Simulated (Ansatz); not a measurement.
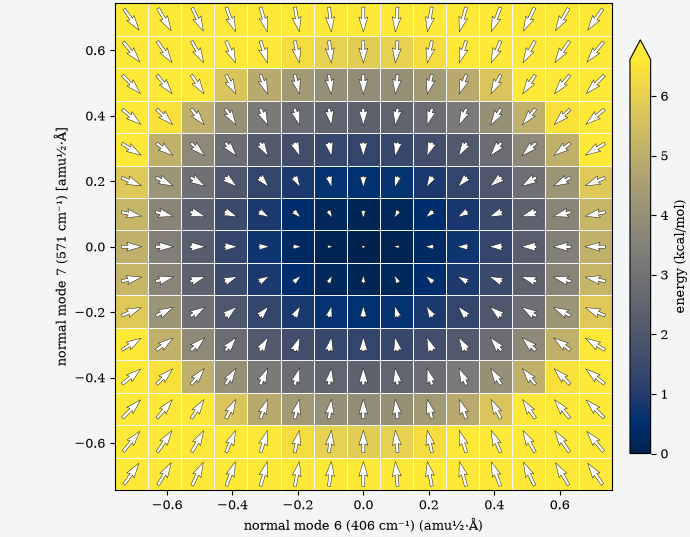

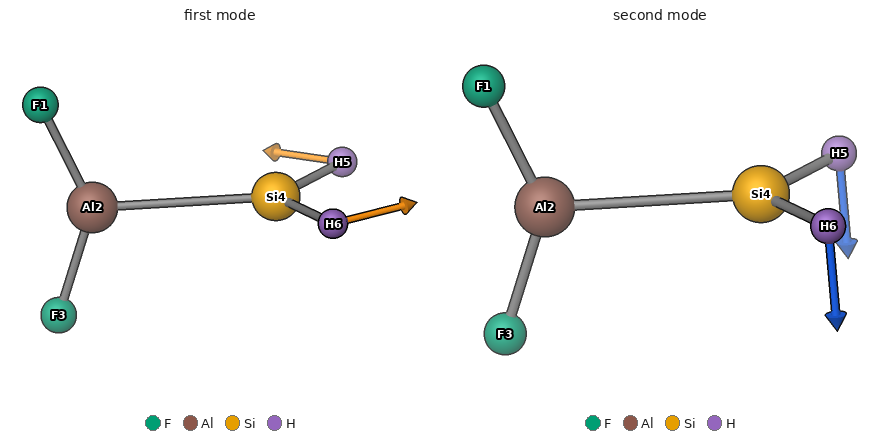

Energy landscape of AlF2H2Si, SMILES [F][Al]([F])[SiH2+], charge +1. Coordinates scanned: (1) normal mode 6 (406 cm⁻¹); (2) normal mode 7 (571 cm⁻¹). Nothing is relaxed (straight displacements along the two mass-weighted modes). The scan uses a 15 × 15 grid. All energies are given in kcal/mol relative to the lowest grid point. All numbers below come from RKS PBE-D4/def2-TZVP (Ansatz).

Drawn: one coloured cell a grid point, arrows along the force (downhill), their lengths compressed, one colour for all values above the top of the scale. The second picture is the structure at the lowest point

Describe this landscape.

Answer. The lowest grid point is at normal mode 6 (406 cm⁻¹) = 0.000 amu½·Å, normal mode 7 (571 cm⁻¹) = 0.000 amu½·Å. No other kind of well shows on this grid. The highest grid point, normal mode 6 (406 cm⁻¹) = −0.708 amu½·Å, normal mode 7 (571 cm⁻¹) = −0.694 amu½·Å, lies 15.2 kcal/mol above the lowest.

The input of one point:

```yaml
crystal:
  periodic: [false, false, false]
  atoms:
    - { symbol: F, position_ang: [0.746713, -0.863198, 2.17367] }
    - { symbol: Al, position_ang: [0.918632, -0.806415, 0.551178] }
    - { symbol: F, position_ang: [1.889365, -1.452945, -0.591133] }
    - { symbol: Si, position_ang: [-0.799694, 0.702705, -0.480208] }
    - { symbol: H, position_ang: [-2.14714, 0.255008, -0.941235] }
    - { symbol: H, position_ang: [-0.607886, 2.164834, -0.71227] }
total_charge: 1
basis:
  gaussian: { orbitals: def2-TZVP }
hamiltonian:
  xc: pbe
  dispersion: d4
output:
  forces: true
```

The whole map (225 points run) took 24 min on 1 thread of Arm Neoverse N1, on a shared host.
